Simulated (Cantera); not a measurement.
A closed system holds: 1 mol Si3N4, 0.13 mol C, 0.014 mol N2, equilibrated at 750 Torr.

Method: chemical equilibrium by Gibbs-energy minimisation in Cantera with the NASA 1993 tables (ideal gas, pure condensed phases). Candidate condensed phases: C, Si, SiC, Si3N4; 20 gas species. Mutual solubility and eutectic melting of coexisting phases are not modelled. The tables' values for SiN are old estimates; treat these amounts as uncertain. Rates play no part.

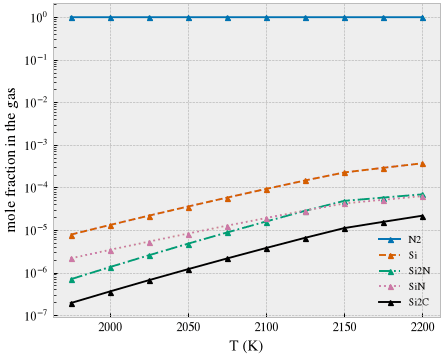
Fig. 1. Equilibrium gas composition (values under 1e-9 drawn at 1e-9)

From 1975 K to 2125 K the condensed part is SiC(s) + Si3N4(s). From 2150 K to 2200 K the condensed part is Si(l) + SiC(s). The main Si-bearing gas is Si throughout.
